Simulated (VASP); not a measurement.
Input:

```yaml
crystal:
  lattice:
    - [-2.00801, 2.00801, 4.28759]
    - [2.00801, -2.00801, 4.28759]
    - [2.00801, 2.00801, -4.28759]
  atoms:
    - { symbol: Na, position: [0.00000, 0.00000, 0.00000] }
    - { symbol: Au, position: [0.75000, 0.25000, 0.50000] }
    - { symbol: Au, position: [0.25000, 0.75000, 0.50000] }
    - { symbol: Au, position: [0.50000, 0.50000, 0.00000] }
```

Computed with PBEsol GGA, VASP's PBE PAW potentials (set 64) (plane waves; VASP 6.6.1). Numerical set-up: 400 eV cut-off, 12×12×12 Γ-centred mesh, tetrahedra with Blöchl corrections, potentials Na_pv Au.

Unless said otherwise, spin-orbit coupling is left out, though it shifts the bands of the heavy elements here.

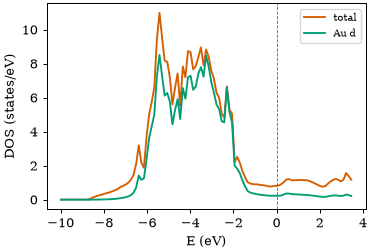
Figure. Total and projected density of states, zero at the Fermi level

Within 2 eV below the Fermi level the largest weight inside VASP's projection spheres is Au d, then Au s.

It has no gap at this level: it comes out as a metal or semimetal.

The structure comes from a computed database's NaAu3 entry (I4/mmm); how it stands against other phases isn't given here. It was relaxed first, which changed the volume by -7 %.
